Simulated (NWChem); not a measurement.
# One shape, several levels: BH3S2 (SMILES SBS)

We compute a comparison of 6 runs (HF/STO-3G, HF/3-21G, HF/def2-SVP, PBE0/def2-SVP, CAM-B3LYP/3-21G, B2PLYP/def2-SVP) of BH3S2. 

The calculation is run with NWChem 7.3.0.

**1. Starting point**

The species is BH3S2 (6 atoms), meant as a singlet with charge 0. As SMILES, `SBS`. The coordinates come from a PBE0-D4/def2-TZVP relaxation. This is one conformer, not always the lowest.

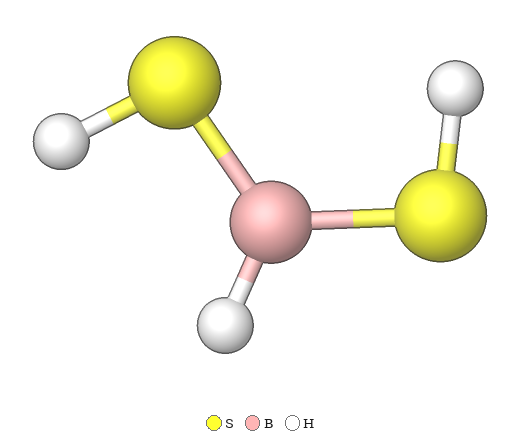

The structure, seen from a chosen angle (sulfur yellow, boron pink, hydrogen white).

**2. Energy and forces at HF/STO-3G (run 1)**

File a.nw:

```
START a
TITLE "BH3S2 gradient"
memory 2200 mb

GEOMETRY noautosym nocenter noautoz
S     -0.819900    -0.605200    -1.516500
B      0.091400    -0.453600     0.008900
S      0.333100     1.114800     0.829800
H     -1.145600     0.688100    -1.694600
H      0.535500    -1.462200     0.457500
H      1.047600     0.654100     1.868800
END

BASIS spherical bse
* library STO-3G
END

SCF
nopen 0
rhf
thresh 1e-08
maxiter 80
END

TASK scf gradient
```

Started as:

```bash
$ nwchem a.nw > a.out
```

Output:

```text
[...]
  functions       =    26
[...]
  wavefunction    = RHF
[...]
         Total SCF energy =   -812.521385297490
      One-electron energy =  -1367.290315559432
      Two-electron energy =    435.000206319301
 Nuclear repulsion energy =    119.768723942641
        Time for solution =      0.7s
[...]
                         RHF ENERGY GRADIENTS
    atom               coordinates                        gradient
                 x          y          z           x          y          z
   1 S      -1.549386  -1.143662  -2.865769   -0.005468  -0.009808  -0.011570
   2 B       0.172721  -0.857180   0.016819    0.000361   0.003622   0.001562
   3 S       0.629468   2.106667   1.568095   -0.004167   0.019050  -0.001611
   4 H      -2.164870   1.300320  -3.202330   -0.003246   0.010111  -0.002531
   5 H       1.011948  -2.763157   0.864550    0.007367  -0.019133   0.006787
   6 H       1.979677   1.236070   3.531520    0.005153  -0.003841   0.007363
[...]
```

Wall time 1.4 s (1 thread of Intel Xeon Platinum 8488C (Sapphire Rapids), shared host); peak memory 0.1 GiB.

**3. Energy and gradient at HF/3-21G (run 2)**

File bh3s2.nw:

```
start bh3s2
memory stack 880 mb heap 220 mb global 1100 mb
charge 0
geometry noautosym nocenter noautoz
 S    -0.819900   -0.605200   -1.516500
 B     0.091400   -0.453600    0.008900
 S     0.333100    1.114800    0.829800
 H    -1.145600    0.688100   -1.694600
 H     0.535500   -1.462200    0.457500
 H     1.047600    0.654100    1.868800
end
basis spherical bse
 * library 3-21G
end
scf
 thresh 1e-08
 maxiter 80
 noprint "final vectors analysis"
end
task scf gradient
```

Started as:

```bash
$ nwchem bh3s2.nw > bh3s2.out
```

Output:

```text
[...]
  functions       =    41
[...]
  wavefunction    = RHF
[...]
         Total SCF energy =   -817.437524641641
      One-electron energy =  -1367.545104212501
      Two-electron energy =    430.338855628219
 Nuclear repulsion energy =    119.768723942641
        Time for solution =      0.8s
[...]
                         RHF ENERGY GRADIENTS
    atom               coordinates                        gradient
                 x          y          z           x          y          z
   1 S      -1.549386  -1.143662  -2.865769    0.006606   0.000507   0.010904
   2 B       0.172721  -0.857180   0.016819   -0.006343   0.022752  -0.004140
   3 S       0.629468   2.106667   1.568095   -0.003618  -0.009707  -0.008543
   4 H      -2.164870   1.300320  -3.202330    0.003751  -0.002194   0.005511
   5 H       1.011948  -2.763157   0.864550    0.002177  -0.006862   0.001677
   6 H       1.979677   1.236070   3.531520   -0.002573  -0.004495  -0.005409
[...]
```

Run time: 1.6 s. Hardware: 1 thread of Intel Xeon Platinum 8488C (Sapphire Rapids), shared host; peak memory 0.1 GiB.

Run 3 isn't shown in full; the table further down has it.

**4. Energy and gradient at PBE0/def2-SVP (run 4)**

File bh3s2.nw:

```
start bh3s2
title "BH3S2"
memory 2200 mb

geometry units angstroms noautosym nocenter noautoz
   S     -0.819900    -0.605200    -1.516500
   B      0.091400    -0.453600     0.008900
   S      0.333100     1.114800     0.829800
   H     -1.145600     0.688100    -1.694600
   H      0.535500    -1.462200     0.457500
   H      1.047600     0.654100     1.868800
end

basis spherical bse
   S library def2-SVP
   B library def2-SVP
   H library def2-SVP
end

dft
   xc pbe0
   grid xfine
   convergence energy 1e-08
   maxiter 100
   mulliken
   print low
end

task dft gradient
```

Started as:

```bash
$ nwchem bh3s2.nw > bh3s2.out
```

Output:

```text
[...]
 d= 0,ls=0.0,diis     1   -822.4676579015 -9.42D+02  1.03D-02  2.69D-01     1.7
[...]
 d= 0,ls=0.0,diis     8   -822.5071010450  5.25D-09  7.32D-06  1.77D-07    11.5
         Total DFT energy =     -822.507101045019
      One electron energy =    -1372.770687476374
           Coulomb energy =      486.730253750074
    Exchange-Corr. energy =      -56.235391261359
 Nuclear repulsion energy =      119.768723942641
[...]
      Total Density - Mulliken Population Analysis
     ---------------------------------------------
    Atom       Charge   Shell Charges
 -----------   ------   -------------------------------------------------------
    1 S   16    16.07   2.00  1.98  1.24  0.59  5.93  1.83  2.44  0.05
    2 B    5     5.07   1.99  0.84  0.10  1.59  0.48  0.07
    3 S   16    16.09   2.00  1.98  1.23  0.59  5.93  1.83  2.46  0.05
    4 H    1     0.91   0.71  0.17  0.03
    5 H    1     0.96   0.74  0.21  0.01
    6 H    1     0.90   0.71  0.16  0.03
[...]
                         DFT ENERGY GRADIENTS
    atom               coordinates                        gradient
                 x          y          z           x          y          z
   1 S      -1.549386  -1.143662  -2.865769    0.000135   0.004226   0.001380
   2 B       0.172721  -0.857180   0.016819    0.001698  -0.003610   0.001773
   3 S       0.629468   2.106667   1.568095    0.001606  -0.003470   0.001667
   4 H      -2.164870   1.300320  -3.202330    0.001004  -0.003853   0.000584
   5 H       1.011948  -2.763157   0.864550   -0.002336   0.005511  -0.002305
   6 H       1.979677   1.236070   3.531520   -0.002107   0.001196  -0.003099
 Task  times  cpu:       14.1s     wall:       14.1s
 Total times  cpu:       14.1s     wall:       14.1s
```

Run time: 15 s. Hardware: 1 thread of Intel Xeon Platinum 8488C (Sapphire Rapids), shared host; peak memory 0.14 GiB.

Run 5 isn't shown in full; the table further down has it.

**5. A single-point energy at B2PLYP/def2-SVP (run 6)**

File job.nw:

```
start job
title "BH3S2 B2PLYP"
memory stack 880 mb heap 220 mb global 1100 mb
geometry noautosym nocenter noautoz
  S     -0.819900    -0.605200    -1.516500
  B      0.091400    -0.453600     0.008900
  S      0.333100     1.114800     0.829800
  H     -1.145600     0.688100    -1.694600
  H      0.535500    -1.462200     0.457500
  H      1.047600     0.654100     1.868800
end
basis spherical bse
  * library def2-SVP
end
dft
  xc hfexch 0.53 becke88 0.47 lyp 0.73 mp2 0.27
  dftmp2 semidirect
  grid xfine
  convergence energy 1e-08
  iterations 100
  mulliken
  noprint "final vectors analysis"
end
mp2
  freeze core 11
end
task dft
```

Started as:

```bash
$ nwchem job.nw > job.out
```

Output:

```text
[...]
          Wavefunction type:  closed shell.
          No. of atoms     :     6
          No. of electrons :    40
[...]
          Charge           :     0
          Spin multiplicity:     1
[...]
          AO basis - number of functions:    65
[...]
              XC Information
              --------------
                     Hartree-Fock (Exact) Exchange  0.530
                    Becke 1988 Exchange Functional  0.470
              Lee-Yang-Parr Correlation Functional  0.730
[...]
 d= 0,ls=0.0,diis     1   -822.3464954436 -9.42D+02  8.27D-03  2.08D-01     1.6
[...]
 d= 0,ls=0.0,diis     8   -822.3857757090 -4.38D-09  1.78D-06  9.31D-09    11.1
         Total DFT energy =     -822.385775708990
      One electron energy =    -1372.711047160079
           Coulomb energy =      486.694945888490
    Exchange-Corr. energy =      -56.138398380041
 Nuclear repulsion energy =      119.768723942641
[...]
      Total Density - Mulliken Population Analysis
     ---------------------------------------------
    Atom       Charge   Shell Charges
 -----------   ------   -------------------------------------------------------
    1 S   16    16.06   2.00  1.99  1.22  0.59  5.93  1.82  2.45  0.06
    2 B    5     4.99   1.99  0.83  0.09  1.56  0.44  0.08
    3 S   16    16.08   2.00  1.99  1.22  0.59  5.93  1.82  2.47  0.06
    4 H    1     0.94   0.72  0.19  0.03
    5 H    1     1.01   0.75  0.24  0.02
    6 H    1     0.92   0.72  0.17  0.03
[...]
  Basis functions       =     65
[...]
```

It took 12 s on 1 thread of Intel Xeon Platinum 8488C (Sapphire Rapids), shared host; peak memory 0.16 GiB.

**6. The series**

```tsv
run	level	iteration cap	module	energy (Eh)	dipole moment (D)	largest force (eV/Å)	wall time
1	HF/STO-3G	80	scf	-812.521385	0.78	1.111	1.4 s
2	HF/3-21G	80	scf	-817.437525	1.39	1.233	1.6 s
3	HF/def2-SVP	80	scf	-821.279079	–	0.560	6.6 s
4	PBE0/def2-SVP	100	dft	-822.507101	–	0.330	15 s
5	CAM-B3LYP/3-21G	100	dft	-818.957364	1.24	0.721	11 s
6	B2PLYP/def2-SVP	100	dft	-822.503991	0.91	–	12 s
```

**7. Summary of results**

| quantity | value |
| --- | --- |
| run 6: total energy | -822.50399 Eh |
| run 6: dipole moment (SCF part) | 0.91 D |

**Reading.** Over runs 1, 2, 5, 6 the dipole moment (its size) runs from 0.78 D (HF/STO-3G) to 1.39 D (HF/3-21G). Totals of different functionals can't be ranked against each other. In run 1 the basis is minimal, so the values are rough. All runs together took 47 s, the longest 15 s.
